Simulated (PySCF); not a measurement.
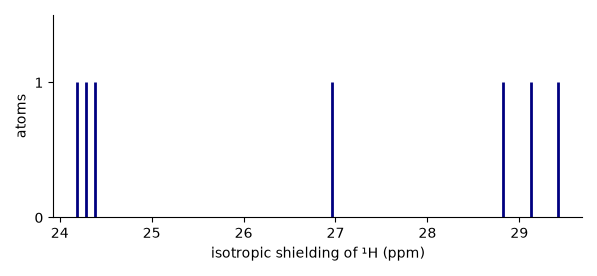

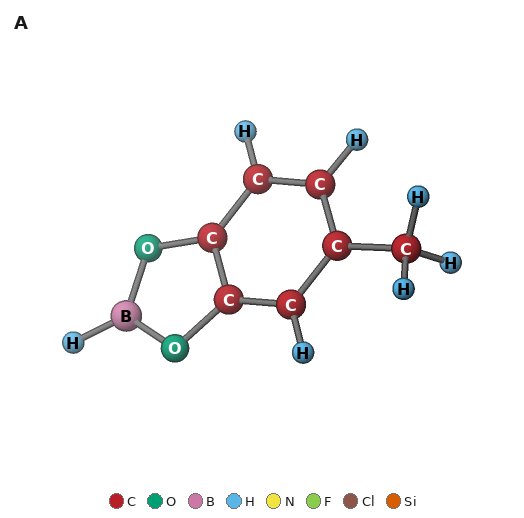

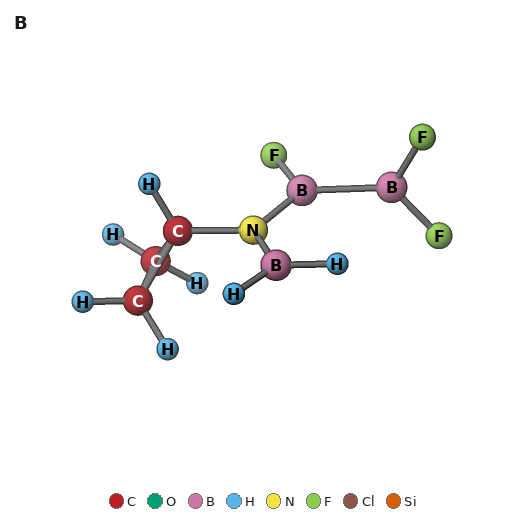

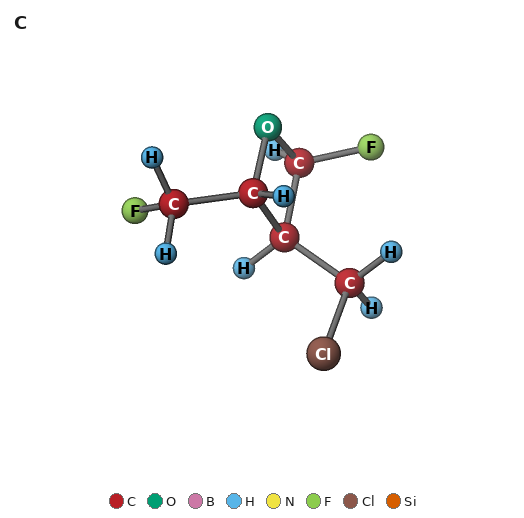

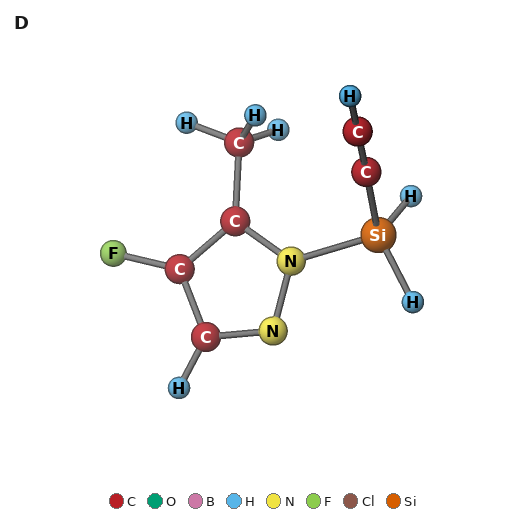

The sticks are computed shieldings of one of the molecules, for one fixed geometry (GFN2-xTB) without averaging over rotations. Low shielding means a high chemical shift. Method: GIAO PBE0/pcSseg-1 NMR shielding, non-relativistic, gas phase (PySCF 2.14.0).

**Which molecule gives this pattern?**

A, `Cc1ccc2c(c1)OBO2`. Its 7 H atoms give lines at 24.19, 24.29, 24.38, 26.96, 28.82, 29.12, 29.42 ppm.

The geometry is semi-empirical. Around B, Si such bond lengths and angles can be off by a tenth of an ångström or more and by several degrees, and values that hang on the shape move with them.
